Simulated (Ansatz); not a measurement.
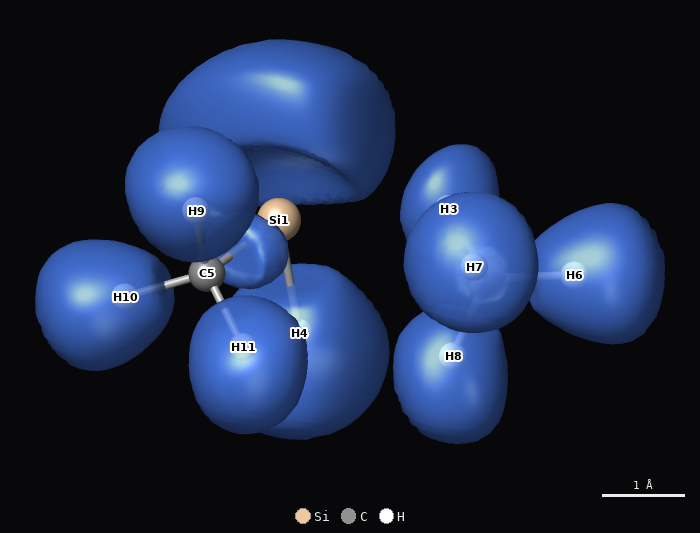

*CH4Si···CH4. Isosurface of the ELF at 0.85 (blue), seen from one side. Only the valence region is drawn (cores and ρ < 0.01 e/Å³ removed).*

The product side of a reaction path; geometry: PBE0-D4/def2-TZVP.

Method: RKS PBE0-D4/def2-TZVPP (Ansatz 0.2.0).

```xyz
11

Si   -1.4775    0.6128   -0.2659
C     0.4491   -1.6637   -0.3189
H    -0.3595   -1.2195   -0.9282
H    -1.6547    0.1043    1.1645
C     0.0289    1.7030    0.1138
H     0.3829   -2.7424   -0.4556
H     1.4021   -1.2874   -0.6860
H     0.3289   -1.4214    0.7351
H     0.5296    2.0684   -0.7844
H    -0.3916    2.5800    0.6308
H     0.7618    1.2657    0.7949
```

Identify the bonds, lone pairs and shells in this picture.

Answer. The ELF exceeds this value in one region between bonded C–Si atoms (shared pairs), eight regions around hydrogen nuclei and one lobe on Si, pointing away from the bonds (lone pairs). Along the contacts the grid gives the following. Si1···H3 (2.25 Å): the ELF climbs to about 1 towards the hydrogen, as it does in any bond to H. C–Si (1.90 Å): the ELF peaks at about 0.95 between the atoms, as expected for a covalent bond.
